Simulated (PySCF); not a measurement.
SMILES CC(C)c1ccc(C(F)(F)F)s1 at its GFN2-xTB optimised geometry (Å):

```
21

C     -1.2797    -2.7079     1.3075
C     -1.4422    -1.9139     0.0083
C     -1.1930    -2.8056    -1.2105
C     -0.5103    -0.7428     0.0000
C      0.8534    -0.7428     0.0000
C      1.4124     0.5488     0.0000
C      0.4582     1.5238    -0.0005
C      0.6769     2.9909     0.0069
F      0.2132     3.5883     1.1233
F      0.0747     3.6210    -1.0196
F      1.9801     3.3005    -0.0707
S     -1.1395     0.8673     0.0008
H     -0.2715    -3.1061     1.3865
H     -1.9827    -3.5367     1.3273
H     -1.4688    -2.0722     2.1691
H     -2.4674    -1.5328    -0.0413
H     -1.9116    -3.6210    -1.2270
H     -1.2967    -2.2336    -2.1294
H     -0.1920    -3.2275    -1.1770
H      1.4485    -1.6374    -0.0004
H      2.4674     0.7553    -0.0010
```

Calculation: PBE0/def2-SVP (PySCF).

Map of the LUMO amplitude (bohr^(-3/2)) on the plane z = 0.6 Å; orbital energy -0.92 eV, overall sign arbitrary:

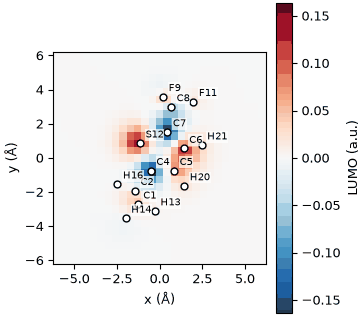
*LUMO amplitude (bohr^(-3/2)) on the plane z = 0.6 Å.*
